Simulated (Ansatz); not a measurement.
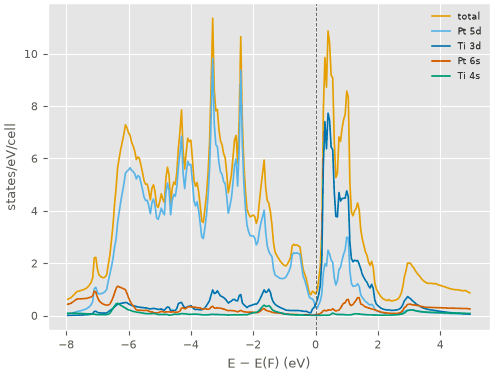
Fig. 1. Total and projected density of states of TiPt3 (Cu3Au type, Pm-3m), PBE in the plane-wave PAW code Ansatz

Which orbitals carry the states next to the Fermi level?

Within 0.5 eV of the Fermi level: Ti 3d 61 %, Pt 5d 34 %. Projections are on Löwdin-orthogonalised atomic valence shells; empty p or d shells of many metals are not among them.

Where is the tallest occupied peak in this window, and what makes it?

Near -3.3 eV, about 11 states/eV per cell; the largest projected share is Pt 5d.

Symmetry was held in the PBE relaxation. No spin polarisation was allowed. Scalar-relativistic: spin–orbit coupling is off unless named, which matters more the heavier the elements.

Potentials: the later of the program's two PAW sets.
